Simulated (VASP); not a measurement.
Shape and ions are relaxed at each volume.

Energy against volume of Tl (hcp). These are PBE GGA with D4 dispersion, VASP's PBE PAW potentials (set 64) (plane waves; VASP) values and carry that method's errors.

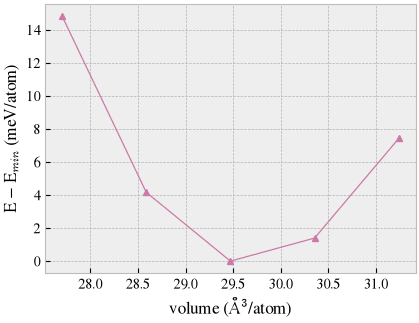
Figure. Energy against volume

Task: Estimate the equilibrium volume and the bulk modulus.

Result: The minimum lies near 29.7 Å³/atom, and the curvature gives B0 of about 32 GPa.

Measured: bulk modulus 37.4 GPa at 0 K (computed value off by -13.9 %), as given by K. Lejaeghere et al., Critical reviews in solid state and materials sciences/CRC critical reviews in solid state and materials sciences (2013), arXiv:1204.2733 [extrapolated to 0 K and zero-point effects removed (source: thermally corrected experimental values)].

The compound is Tl in the hcp structure. It was relaxed first.
